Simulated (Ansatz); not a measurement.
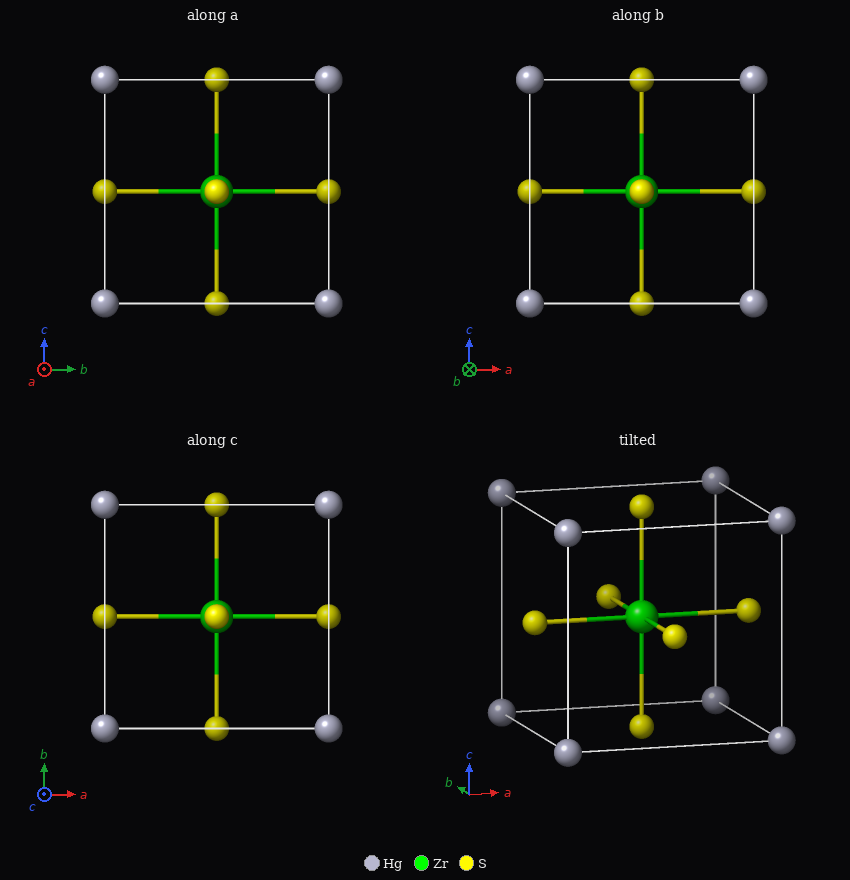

The crystal in a ball-and-stick representation, seen along the a axis, along the b axis, along the c axis and slightly off an axis. The edges of the conventional unit cell are marked.

Lattice parameters: a = 5.0181 Å, b = 5.0181 Å, c = 5.0181 Å, α = 90.000°, β = 90.000°, γ = 90.000°.

Put the structure into a CIF with its space group and independent sites.

```cif
data_structure
_symmetry_space_group_name_H-M 'P m -3 m'
_symmetry_Int_Tables_number 221
_cell_length_a 5.0181
_cell_length_b 5.0181
_cell_length_c 5.0181
_cell_angle_alpha 90.000
_cell_angle_beta 90.000
_cell_angle_gamma 90.000
_cell_volume 126.36
loop_
_atom_site_label
_atom_site_type_symbol
_atom_site_symmetry_multiplicity
_atom_site_Wyckoff_symbol
_atom_site_fract_x
_atom_site_fract_y
_atom_site_fract_z
_atom_site_occupancy
Hg1 Hg 1 a 0.0000 0.0000 0.0000 1
Zr1 Zr 1 b 0.5000 0.5000 0.5000 1
S1 S 3 c 0.5000 0.5000 0.0000 1
```

Provenance: a structure type filled with these elements by a generator (whether the compound takes this form wasn't checked). Earlier steps of the study may have refined or changed the cell and positions. Ansatz was used for an electronic-structure calculation on it.
